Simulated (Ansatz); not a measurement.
# HfTi2 in the C11b ordering: lattice stability ahead of a resistivity run

Question: is the lattice of HfTi2 in the C11b ordering stable, and if so, what are its coupling constant and resistivity?

Main program and level: Ansatz 0.2.0; DFT PBE, scalar-relativistic, plane waves, PAW.

The structure was built from a prototype and need not be the compound's stable phase.

## Step 1: The starting structure

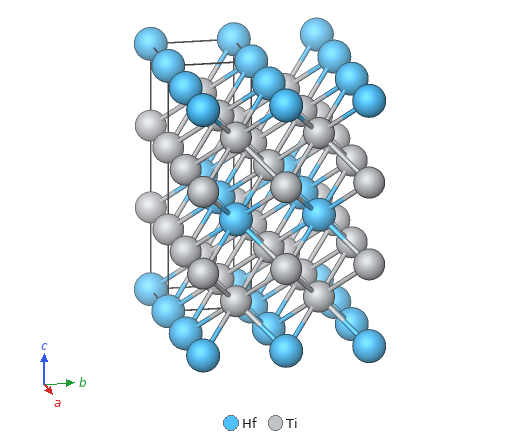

The cell as given, slightly off an axis (hafnium blue, titanium light grey). 3×2×1 cells are drawn. This picture shows the conventional cell, with its axes. Some periodic images of atoms are drawn too.

## Step 2: Rough relaxation

Large forces or a large pressure at the start call for a first relaxation with loose thresholds.

Input file input.yaml:

```yaml
crystal:
  lattice:
    - [3.37671, 0.0, 0.0]
    - [0.0, 3.37671, 0.0]
    - [1.68836, 1.68836, 5.06507]
  atoms:
    - { symbol: Hf, position: [0.0, 0.0, 0.0] }
    - { symbol: Ti, position: [0.66666667, 0.66666667, 0.66666667] }
    - { symbol: Ti, position: [0.33333333, 0.33333333, 0.33333333] }
kpoints:
  mp_grid: { grid: [6, 6, 6] }
hamiltonian:
  xc: pbe
scf:
  occupations: { method: gaussian, width: 0.1 }
output:
  forces: true
  stress: true
  eigenvalues: true
relax:
  adjacent_minimum: "off"
  f_tol: 0.05
  max_steps: 80
  cell: { stress_tol: 0.5 }
```

Run with:

```sh
ansatz run input.yaml --threads 4 --pin off --max-ram 8192MiB --backend cpu --events-out ev --progress --plain --runs-dir out
```

Numbers of over 12 decimals in the logs are rounded to 6 here.

The program printed:

```text
The last accepted step is kept in <dir> (removed where the run ends without a failure and the disk answers)
Engine: ansatz 0.2.0, x86_64-unknown-linux-gnu
Pseudopotentials: kind: paw
Pseudopotential: Hf, paw, valence charge 26, recommended cutoff 420 eV (normal), Hf.paw.azcp
Pseudopotential: Ti, paw, valence charge 12, recommended cutoff 420 eV (normal), Ti.paw.azcp
Functional definition: PBE
  parameter kappa = 0.804
  parameter beta = 0.066725
  exchange = pbe_x(kappa = kappa, mu = beta*pi^2/3)
  correlation = pbe_c(beta = beta)
Crystal: 3 atoms, lattice volume = 57.753 Å³
Basis set: ecut = 420 eV, 1157 PW (Γ), exchange–correlation on 48×48×80 points (8 copies of the dense FFT grid, shifted against one another)
Bands: 30, of which v1, the nominal top of the filled ones, is band 25 counted from 1 (24 counted from 0)
Symmetry: 16 space group operations
Space group: I4/mmm (ITA 139), of the structure as read, at distance tolerance 3.9e-5 Å
k-points: 30 of 216
Non-local potential: Hf, projectors of the file, l = 0: 3, l = 1: 2, l = 2: 2, l = 3: 3
Non-local potential: Ti, projectors of the file, l = 0: 3, l = 1: 2, l = 2: 3, l = 3: 1
PAW form: soft (Blöchl's): semilocal exchange-correlation on the pseudo side does not see the compensation charge
PAW one-centre angular grid: Hf, 590 points (default); XC on 64 Gauss nodes
PAW one-centre angular grid: Ti, 590 points (default); XC on 64 Gauss nodes
Initial density: superposition of atomic densities (neutral atoms: chi_scale 0, normalization atom), corrected by the library's trained network
Initial wavefunctions: pseudopotential atomic-orbital guess
Functional: x = pbe(κ = 0.804, μ = 0.219515), c = pbe(β = 0.066725)
SCF iter   1: F=—  HF=-20720.255427 eV  |F-HF|=—  |Δ(HF+E_count)|=         —  Δρ=3.70e-3  dr2=1.96e-2  ethr=1.77e-3  ⟨swp⟩=3.2  Hψ=2803  notcnv=0
preconditioner: auto → Kerker (q_TF=auto, 2.664 Å⁻¹)  [metal: Δε(μ)=0.034 eV  Ē_g=7.971 eV  σ=0.100 eV  W_gap=0.19  n_scr=24 (ndim 8)  ℏωp=24.9 eV  f_vac=0.000  D(μ)=6.81/eV (n_scr^D=110)]
SCF iter   2: F=—  HF=-20720.253892 eV  |F-HF|=—  |Δ(HF+E_count)|=   1.53e-3  Δρ=1.67e-3  dr2=3.57e-3  ethr=3.92e-5  ⟨swp⟩=1.2  Hψ=1146  notcnv=0
SCF iter   3: F=—  HF=-20720.253440 eV  |F-HF|=—  |Δ(HF+E_count)|=   4.52e-4  Δρ=5.04e-4  dr2=1.97e-4  ethr=7.15e-6  ⟨swp⟩=2.0  Hψ=1026  notcnv=0
SCF iter   4: F=—  HF=-20720.253417 eV  |F-HF|=—  |Δ(HF+E_count)|=   2.29e-5  Δρ=2.65e-4  dr2=5.13e-5  ethr=3.94e-7  ⟨swp⟩=2.1  Hψ=1632  notcnv=0
SCF iter   5: F=—  HF=-20720.253349 eV  |F-HF|=—  |Δ(HF+E_count)|=   6.81e-5  Δρ=8.61e-5  dr2=5.12e-6  ethr=1.03e-7  ⟨swp⟩=2.0  Hψ=1376  notcnv=0
SCF iter   6: F=-20720.253348 eV  HF=-20720.253348 eV  |F-HF|=3.16e-9  |Δ(HF+E_count)|=   1.04e-6  Δρ=1.35e-5  dr2=8.47e-8  ethr=2.00e-10  ⟨swp⟩=4.4  Hψ=3895  notcnv=0
SCF 1 converged in 6 iterations: F = -20720.253348 eV  dr2 = 8.47e-8
  greatest PAW one-centre occupation: 0.999 electrons in one spin orbital (limit 2), on the Ti atom at site 2 (counted from 0), in its partial waves of l = 0
relax step   1: F+E_penalty+E_count = -20720.25334771 eV  Δ(F+E_penalty+E_count) = +0.000e0 eV  max|allowed force component| = 6.613e-1 eV/Å  Δτ_max = 0.0000 Å  P = -1.663 GPa  Ω = 57.753 Å³  (6 SCF iters, dr2 threshold 1.00e-7 eV, accepted)
Crystal: 3 atoms, lattice volume = 55.604 Å³
Basis set: ecut = 420 eV, 1093 PW (Γ), exchange–correlation on 48×48×80 points (8 copies of the dense FFT grid, shifted against one another)
Initial density: handed on by an earlier stage of this run
Initial wavefunctions: those handed on with the density
SCF iter   1: F=—  HF=-20720.635861 eV  |F-HF|=—  |Δ(HF+E_count)|=         —  Δρ=3.25e-2  dr2=2.36e0  ethr=3.10e-3  ⟨swp⟩=6.9  Hψ=3964  notcnv=0
preconditioner: auto → Kerker (q_TF=auto, 2.680 Å⁻¹)  [metal: Δε(μ)=0.025 eV  Ē_g=7.965 eV  σ=0.100 eV  W_gap=0.14  n_scr=24 (ndim 8)  ℏωp=25.4 eV  f_vac=0.000  D(μ)=4.43/eV (n_scr^D=54)]
SCF iter   2: F=—  HF=-20720.422125 eV  |F-HF|=—  |Δ(HF+E_count)|=   2.14e-1  Δρ=1.43e-2  dr2=5.49e-1  ethr=3.10e-3  ⟨swp⟩=2.0  Hψ=1246  notcnv=0  defer=7
SCF iter   3: F=—  HF=-20720.355276 eV  |F-HF|=—  |Δ(HF+E_count)|=   6.68e-2  Δρ=2.79e-3  dr2=6.21e-3  ethr=1.10e-3  ⟨swp⟩=2.1  Hψ=1209  notcnv=0  defer=8
SCF iter   4: F=—  HF=-20720.352130 eV  |F-HF|=—  |Δ(HF+E_count)|=   3.15e-3  Δρ=2.18e-3  dr2=3.17e-3  ethr=1.24e-5  ⟨swp⟩=2.0  Hψ=1670  notcnv=0  defer=8
SCF iter   5: F=—  HF=-20720.351066 eV  |F-HF|=—  |Δ(HF+E_count)|=   1.06e-3  Δρ=1.00e-3  dr2=6.89e-4  ethr=6.34e-6  ⟨swp⟩=2.0  Hψ=1237  notcnv=0  defer=8
SCF iter   6: F=—  HF=-20720.350900 eV  |F-HF|=—  |Δ(HF+E_count)|=   1.65e-4  Δρ=2.84e-4  dr2=7.60e-5  ethr=1.38e-6  ⟨swp⟩=2.0  Hψ=1035  notcnv=0  defer=8
SCF iter   7: F=—  HF=-20720.350871 eV  |F-HF|=—  |Δ(HF+E_count)|=   2.98e-5  Δρ=7.20e-5  dr2=3.58e-6  ethr=1.52e-7  ⟨swp⟩=2.4  Hψ=1485  notcnv=0  defer=8
SCF iter   8: F=-20720.350869 eV  HF=-20720.350869 eV  |F-HF|=9.46e-8  |Δ(HF+E_count)|=   1.89e-6  Δρ=1.25e-5  dr2=1.26e-7  ethr=6.00e-10  ⟨swp⟩=4.9  Hψ=4104  notcnv=0
SCF 2 converged in 8 iterations: F = -20720.350869 eV  dr2 = 1.26e-7
relax step   2: F+E_penalty+E_count = -20720.35086868 eV  Δ(F+E_penalty+E_count) = -9.752e-2 eV  max|allowed force component| = 8.816e-2 eV/Å  Δτ_max = 0.1477 Å  P = +2.757 GPa  Ω = 55.604 Å³  energy of the carried Pulay correction = +3.055e-4 eV  (8 SCF iters, dr2 threshold 3.00e-7 eV, accepted)
Crystal: 3 atoms, lattice volume = 61.729 Å³
Basis set: ecut = 420 eV, 1209 PW (Γ), exchange–correlation on 48×48×80 points (8 copies of the dense FFT grid, shifted against one another)
SCF iter   1: F=—  HF=-20720.508166 eV  |F-HF|=—  |Δ(HF+E_count)|=         —  Δρ=3.16e-2  dr2=2.00e0  ethr=3.10e-3  ⟨swp⟩=8.7  Hψ=4133  notcnv=0
preconditioner: auto → Kerker (q_TF=auto, 2.634 Å⁻¹)  [metal: Δε(μ)=0.054 eV  Ē_g=8.196 eV  σ=0.100 eV  W_gap=0.29  n_scr=24 (ndim 8)  ℏωp=24.1 eV  f_vac=0.000  D(μ)=3.65/eV (n_scr^D=32)]
SCF iter   2: F=—  HF=-20720.340149 eV  |F-HF|=—  |Δ(HF+E_count)|=   1.68e-1  Δρ=1.21e-2  dr2=3.44e-1  ethr=3.10e-3  ⟨swp⟩=2.1  Hψ=1255  notcnv=0  defer=10
SCF iter   3: F=—  HF=-20720.308920 eV  |F-HF|=—  |Δ(HF+E_count)|=   3.12e-2  Δρ=3.27e-3  dr2=1.07e-2  ethr=6.88e-4  ⟨swp⟩=2.2  Hψ=1397  notcnv=0  defer=11
SCF iter   4: F=—  HF=-20720.299957 eV  |F-HF|=—  |Δ(HF+E_count)|=   8.96e-3  Δρ=2.30e-3  dr2=3.87e-3  ethr=2.15e-5  ⟨swp⟩=2.2  Hψ=1454  notcnv=0  defer=11
SCF iter   5: F=—  HF=-20720.299436 eV  |F-HF|=—  |Δ(HF+E_count)|=   5.21e-4  Δρ=7.26e-4  dr2=4.52e-4  ethr=7.73e-6  ⟨swp⟩=2.0  Hψ=1637  notcnv=0  defer=11
SCF iter   6: F=—  HF=-20720.299274 eV  |F-HF|=—  |Δ(HF+E_count)|=   1.62e-4  Δρ=2.04e-4  dr2=1.76e-5  ethr=9.03e-7  ⟨swp⟩=2.0  Hψ=1611  notcnv=0  defer=11
SCF iter   7: F=—  HF=-20720.299293 eV  |F-HF|=—  |Δ(HF+E_count)|=   1.97e-5  Δρ=5.35e-5  dr2=1.95e-6  ethr=3.53e-8  ⟨swp⟩=2.7  Hψ=1615  notcnv=0  defer=11
SCF iter   8: F=-20720.299292 eV  HF=-20720.299292 eV  |F-HF|=1.18e-7  |Δ(HF+E_count)|=   1.04e-6  Δρ=2.01e-5  dr2=2.88e-7  ethr=6.00e-10  ⟨swp⟩=7.9  Hψ=4602  notcnv=0
SCF 3 converged in 8 iterations: F = -20720.299292 eV  dr2 = 2.88e-7
relax step   3: F+E_penalty+E_count = -20720.29929225 eV  Δ(F+E_penalty+E_count) = +5.158e-2 eV  max|allowed force component| = 4.934e-1 eV/Å  Δτ_max = 0.1560 Å  P = -6.475 GPa  Ω = 61.729 Å³  energy of the carried Pulay correction = -5.362e-4 eV  (8 SCF iters, dr2 threshold 3.00e-7 eV, rejected (line search))
[...]
relax step   4: F+E_penalty+E_count = -20720.41497599 eV  Δ(F+E_penalty+E_count) = -6.411e-2 eV  max|allowed force component| = 2.399e-1 eV/Å  Δτ_max = 0.0399 Å  P = -0.350 GPa  Ω = 57.335 Å³  energy of the carried Pulay correction = +5.843e-5 eV  (9 SCF iters, accepted)
[...]
relax step   5: F+E_penalty+E_count = -20720.43428721 eV  Δ(F+E_penalty+E_count) = -1.931e-2 eV  max|allowed force component| = 3.130e-1 eV/Å  Δτ_max = 0.0675 Å  P = -0.623 GPa  Ω = 57.691 Å³  energy of the carried Pulay correction = +8.645e-6 eV  (7 SCF iters, dr2 threshold 3.00e-7 eV, accepted)
[...]
relax step   6: F+E_penalty+E_count = -20720.44234027 eV  Δ(F+E_penalty+E_count) = -8.053e-3 eV  max|allowed force component| = 2.840e-2 eV/Å  Δτ_max = 0.0311 Å  P = +1.154 GPa  Ω = 56.595 Å³  energy of the carried Pulay correction = +1.631e-4 eV  (8 SCF iters, dr2 threshold 3.00e-7 eV, accepted)
[...]
relax step   7: F+E_penalty+E_count = -20720.44638702 eV  Δ(F+E_penalty+E_count) = -4.047e-3 eV  max|allowed force component| = 2.662e-2 eV/Å  Δτ_max = 0.0037 Å  P = +0.172 GPa  Ω = 57.113 Å³  energy of the carried Pulay correction = +8.976e-5 eV  (6 SCF iters, dr2 threshold 3.00e-7 eV, accepted)
Basis set: ecut = 420 eV, 1105 PW (Γ), exchange–correlation on 48×48×72 points (8 copies of the dense FFT grid, shifted against one another)
Initial wavefunctions: pseudopotential atomic-orbital guess (no wavefunctions were taken with the density)
iter 1 solved again at ethr=9.60e-9 eV; its pass at ethr=3.10e-3 eV (dr2=4.80e-6 eV) is discarded
SCF iter   1: F=—  HF=-20720.446095 eV  |F-HF|=—  |Δ(HF+E_count)|=         —  Δρ=1.94e-4  dr2=7.21e-7  ethr=9.60e-9  ⟨swp⟩=3.0  Hψ=5451  notcnv=0
preconditioner: auto → Kerker (q_TF=auto, 2.668 Å⁻¹)  [metal: Δε(μ)=0.022 eV  Ē_g=8.305 eV  σ=0.100 eV  W_gap=0.12  n_scr=16 (ndim 8)  ℏωp=25.1 eV  f_vac=0.000  D(μ)=4.62/eV (n_scr^D=52)]
SCF iter   2: F=—  HF=-20720.446177 eV  |F-HF|=—  |Δ(HF+E_count)|=   8.28e-5  Δρ=9.93e-5  dr2=2.14e-7  ethr=1.44e-9  ⟨swp⟩=2.0  Hψ=994  notcnv=0
SCF iter   3: F=—  HF=-20720.446189 eV  |F-HF|=—  |Δ(HF+E_count)|=   1.14e-5  Δρ=8.92e-6  dr2=1.41e-8  ethr=4.28e-10  ⟨swp⟩=2.1  Hψ=1467  notcnv=0
iter 4 did not close the SCF: its close was put off for the readings that it lacked (scf_convergence_deferred on its scf_iter line)
SCF iter   4: F=-20720.446189 eV  HF=-20720.446189 eV  |F-HF|=1.09e-10  |Δ(HF+E_count)|=   4.27e-8  Δρ=2.14e-6  dr2=2.00e-9  ethr=2.81e-11  ⟨swp⟩=2.3  Hψ=1661  notcnv=0
iter 5 did not close the SCF: its close was put off for the readings that it lacked (scf_convergence_deferred on its scf_iter line)
SCF iter   5: F=-20720.446189 eV  HF=-20720.446189 eV  |F-HF|=1.46e-10  |Δ(HF+E_count)|=  3.71e-10  Δρ=8.14e-7  dr2=4.14e-10  ethr=4.00e-12  ⟨swp⟩=2.0  Hψ=1016  notcnv=0
SCF iter   6: F=-20720.446189 eV  HF=-20720.446189 eV  |F-HF|=0.00e0  |Δ(HF+E_count)|=  6.55e-11  Δρ=1.31e-7  dr2=1.25e-11  ethr=1.00e-12  ⟨swp⟩=2.5  Hψ=2779  notcnv=0
SCF 8 converged in 6 iterations: F = -20720.446189 eV  dr2 = 1.25e-11
relax step   8: F+E_penalty+E_count = -20720.44618890 eV  Δ(F+E_penalty+E_count) = +1.981e-4 eV  max|allowed force component| = 2.646e-2 eV/Å  Δτ_max = 0.0000 Å  P = +0.177 GPa  Ω = 57.113 Å³  stress off target by 2.77e-1 GPa  SCF on the basis re-selected at this cell (its energy is not comparable with the rows above)  (6 SCF iters)
basis re-selected at this cell: Δ(F+E_penalty+E_count) = +1.981e-4 eV, ΔP = +0.005 GPa vs the last step (what re-selecting the basis moved, of the pressure what is left beyond the Pulay correction that the steps carried, after the strain that the cell walked since its last selection, with what the two solves' SCF thresholds leave and, on support functions, any second-order correction that the steps lacked; it is no measure of the basis error at this ecutwfc). The dense FFT grid was sized anew with the basis: this SCF ran on 24×24×36 points, the steps before it on 24×24×40, so part of this shift can come from that change (see relax.cell in the input reference). [rest of the remark cut]
SCF converged after 6 iterations
Free energy (F): -20720.446189 eV
Harris-Foulkes:  -20720.446189 eV  (|F-HF|=0.00e0)
Internal energy: -20720.423070 eV  (E = F + TS)
E sigma→0 (E₀):  -20720.434629 eV
Entropy (-TS):   -0.023119 eV (-7.706 meV/atom)
Fermi energy:    15.664430 eV
--- Per-component energies (eV) ---
  E_band       = -320.024499
  E_kinetic    = 970.095108
  E_local      = -7194.949689  (includes V_loc(G=0)·N_el)
  E_nonlocal   = -1227.332454
  E_hartree    = 3281.456445
  E_xc         = -495.064679
  E_vxc        = -510.105647  (∫ρ·V_xc dr)
  E_paw        = -9023.520218  (= ΣΔE_a)
  E_vpaw       = 1079.355097  (= ΣTr[D̂ρ^β])
  E_aug_tail   = 0.000261  (compensation charges beyond the density's cutoff)
  E_ewald      = -7031.107845
  E_smearing   = -0.023119  (= −TS)
  E_closure    = 0.000000  (closes the sum)
  Σ components = -20720.446189   (vs F -20720.446189, Δ=0.00e0)
--- Forces (eV/Å), atoms counted from 1 ---
  atom   1  Hf    -0.00000000    -0.00000000     0.00000000
  atom   2  Ti     0.00000001     0.00000001     0.02645884
  atom   3  Ti    -0.00000001    -0.00000001    -0.02645884
  max |Σ_I F_I| component: 3.47e-18 eV/Å
--- Stress (GPa, compression-positive) ---
        0.276932      -0.000000      -0.000000
       -0.000000       0.276932      -0.000000
       -0.000000      -0.000000      -0.023309
  P = ⅓ Tr σ = 0.1769 GPa (1.769 kbar)
--- Band table (eV; the first three rows and the last of 30) ---
  k-point 0: bands = [... 21 lower, 14.1766, 14.6723, 14.7974, 16.0729, 17.1594, 17.1594, 17.1717, 17.1717, ... 1 higher]
  k-point 1: bands = [... 21 lower, 13.7782, 14.3488, 15.3887, 16.1285, 16.7907, 16.7907, 17.1096, 17.1096, ... 1 higher]
  k-point 2: bands = [... 21 lower, 13.4015, 13.8289, 16.2549, 16.2913, 16.4090, 16.4090, 17.0112, 17.0112, ... 1 higher]
  k-point 29: bands = [... 21 lower, 14.3855, 14.6428, 15.2973, 15.6581, 15.9171, 16.1146, 16.2694, 17.7307, ... 1 higher]
--- Relaxed structure (7 steps of the walk, 6 accepted, 1 SCFs on fresh bases) ---
  F+E_penalty+E_count = -20720.44618890 eV   max|allowed force component| = 2.646e-2 eV/Å   (the final SCF, on the basis selected at the relaxed cell)
  cell:  # Å, volume = 57.1129 Å³
    - [3.449628, -4.2019627523649443e-13, -1.702655871758927e-6]
    - [-4.2019627523279584e-13, 3.449628, -1.702655871751435e-6]
    - [1.724817, 1.724817, 4.799426]
  atoms:
    - { symbol: Hf, position: [-2.283260327067449e-19, -2.2832439959717415e-19, 4.56650082749788e-19] }
    - { symbol: Ti, position: [0.688416, 0.688416, 0.623168] }
    - { symbol: Ti, position: [0.311584, 0.311584, 0.376832] }
```

The job ended after 6.2 s (4 threads of Intel Xeon Platinum 8488C (Sapphire Rapids), shared host; peak memory 0.46 GiB; 21 s of CPU time).

The steps of the relaxation:

```csv
step,energy less that of the first step (eV),largest force component (eV/Å),pressure (GPa),volume (Å³)
1,0.0000,0.6613,-1.66,57.75
2,-0.0975,0.0882,2.76,55.60
3,-0.0459,0.4934,-6.47,61.73
4,-0.1616,0.2399,-0.35,57.34
5,-0.1809,0.3130,-0.62,57.69
6,-0.1890,0.0284,1.15,56.60
7,-0.1930,0.0266,0.17,57.11
8*,-0.1928,0.0265,0.18,57.11
```

Relaxation steps marked * repeat the geometry before them on a plane-wave basis chosen anew for their cell, so energy and pressure can jump there. Relaxation step 3 was tried and not accepted.

Forces are held to the 16 operations that the run works with; a distortion that breaks them can't arise in this run.

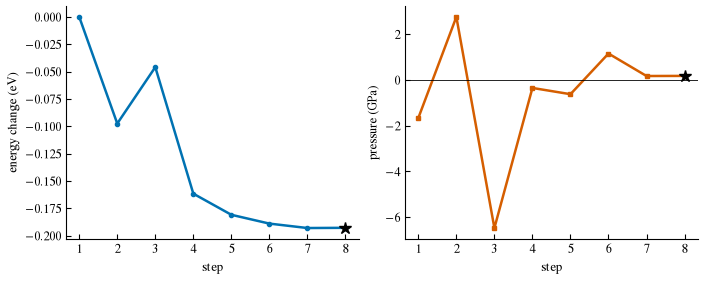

Energy and pressure along the relaxation. Stars mark steps on a basis chosen anew.

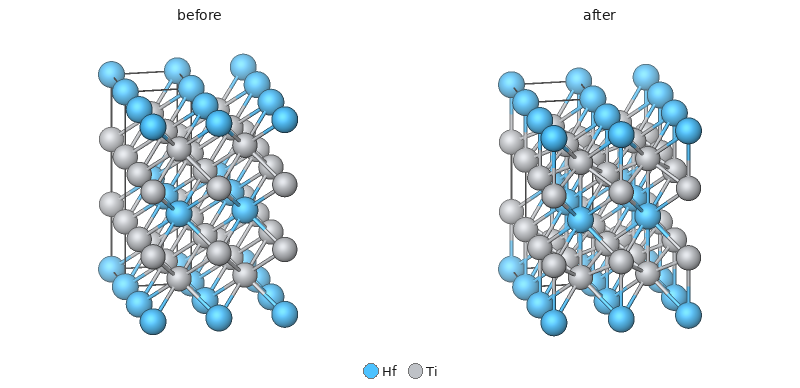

Before and after, at one scale.

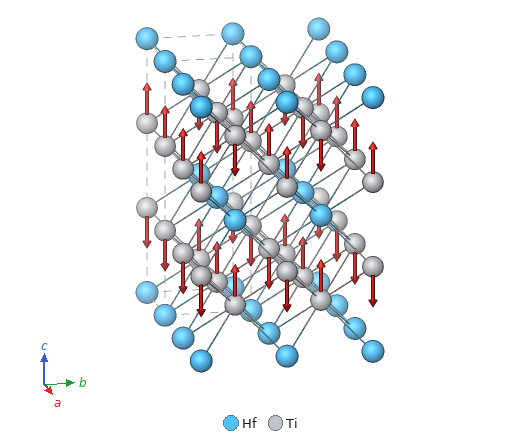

Displacements in the relaxation, exaggerated, measured against the changing cell; the longest in the cell stands for 0.21 Å. 3×2×1 conventional cells are drawn. Some periodic images of atoms are drawn too.

```csv
"conventional cell, symmetrised",before,after,change
a (Å),3.377,3.450,+2.2 %
b (Å),3.377,3.450,+2.2 %
c (Å),10.130,9.599,-5.2 %
volume (Å³/atom),19.25,19.04,-1.1 %
```

The atoms that moved most (Å, as changes of fractional coordinates times the final cell):

```csv
atom,dx,dy,dz,length
Ti2,0.000,0.000,-0.209,0.209
Ti3,0.000,0.000,0.209,0.209
```

The relaxed structure:

```xyz
3
Lattice="3.4496 0.0000 0.0000 0.0000 3.4496 0.0000 1.7248 1.7248 4.7994" Properties=species:S:1:pos:R:3 pbc="T T T"
Hf    0.0000    0.0000    0.0000
Ti    3.4496    3.4496    2.9908
Ti    1.7248    1.7248    1.8086
```

This step gave:

* pressure: 0.1769 GPa
* volume per atom: 19.04 Å³
* metallic on mesh: yes
* gap on the k-mesh: 0 eV

The largest force is now 0.026 eV/Å and the largest stress component 0.28 GPa.

(Continued in part 2 of 3.)

[Logs are printed without paths, hosts, clocks, repeated set-up lines and the standing remarks that a program may print on its own settings, such as how far it seeks lower states.]

[Hosts, paths, dates, database ids (printed as entryN), source tags and the programs' standing remarks are cut or masked in the printed files.]
